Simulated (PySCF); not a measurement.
SMILES C[SiH2][SiH2]N (CH₉NSi₂), GFN2-xTB optimised geometry. Atoms within 1.6 Å of the plane z = 0.0 Å (x, y, z in Å): C1 (1.63, -1.61, 0.00), Si2 (-0.27, -1.61, 0.00), Si3 (-1.16, 0.52, 0.00), N4 (0.16, 1.63, -0.10), H5 (2.03, -1.17, 0.91), H6 (2.03, -2.62, -0.07), H7 (2.02, -1.04, -0.84), H8 (-0.69, -2.39, 1.18), H9 (-0.70, -2.40, -1.16), H10 (-1.97, 0.87, -1.17), H11 (-2.03, 0.76, 1.17), H12 (0.96, 1.51, 0.50), H13 (-0.04, 2.62, -0.20).

Computed with PySCF with B3LYP/def2-TZVP. Cells within 0.4 Å of a nucleus heavier than hydrogen are left out (blank, or x).

Map of the electrostatic potential (hartree/e), clipped to [-0.08, 0.12] on the plane z = 0.0 Å:

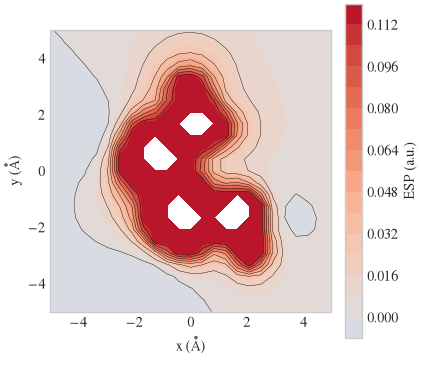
Fig. 1. Electrostatic potential (hartree/e), clipped to [-0.08, 0.12] on the plane z = 0.0 Å.
